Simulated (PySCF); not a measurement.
Dissociation curve of CuH, singlet.

Methods: RHF/def2-SVP (PySCF); RKS-PBE = restricted PBE/def2-SVP in PySCF 2.14.0; UKS-PBE = PySCF with unrestricted PBE/def2-SVP.

Magnitude of the dipole moment (D; its direction can reverse along the curve, and a method can change to another solution) and Mulliken charge of the fragment that holds Cu1:

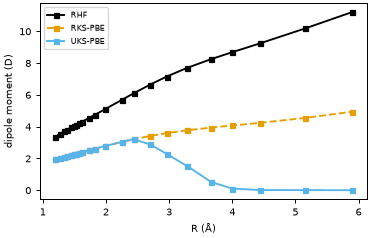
*Dipole moment against bond length.*

```tsv
R / Å	μ RHF	q RHF	μ RKS-PBE	q RKS-PBE	μ UKS-PBE	q UKS-PBE
1.19	3.34	0.28	1.95	0.14	1.95	0.14
1.27	3.55	0.28	2.03	0.12	2.03	0.12
1.34	3.71	0.28	2.10	0.10	2.10	0.10
1.38	3.80	0.28	2.14	0.09	2.14	0.09
1.45	3.95	0.29	2.22	0.09	2.22	0.09
1.49	4.04	0.29	2.26	0.09	2.26	0.09
1.53	4.12	0.29	2.30	0.09	2.30	0.09
1.57	4.20	0.30	2.34	0.09	2.34	0.09
1.62	4.31	0.30	2.39	0.09	2.39	0.09
1.73	4.54	0.32	2.51	0.11	2.51	0.11
1.83	4.76	0.33	2.62	0.12	2.62	0.12
1.98	5.09	0.35	2.77	0.14	2.77	0.14
2.25	5.68	0.37	3.04	0.17	3.04	0.17
2.44	6.10	0.38	3.21	0.18	3.21	0.18
2.70	6.65	0.39	3.42	0.19	2.88	0.16
2.96	7.15	0.40	3.59	0.19	2.29	0.13
3.28	7.69	0.40	3.77	0.19	1.54	0.08
3.67	8.26	0.39	3.94	0.19	0.51	0.02
4.00	8.69	0.39	4.08	0.19	0.11	0.00
4.44	9.24	0.39	4.24	0.18	0.01	0.00
5.16	10.19	0.39	4.55	0.18	0.01	0.00
5.90	11.22	0.39	4.94	0.17	0.00	0.00
```

The restricted form behind RHF, RKS-PBE keeps the bonding electrons paired and can't separate into open-shell fragments. At the longest distance RKS-PBE leaves fractional charges on the fragments, a sign of delocalisation error or of the restricted form. The unrestricted determinant behind UKS-PBE is spin-contaminated at 2.70 to 5.90 Å (<S²> up to 1.0, against 0.00 for a pure singlet).
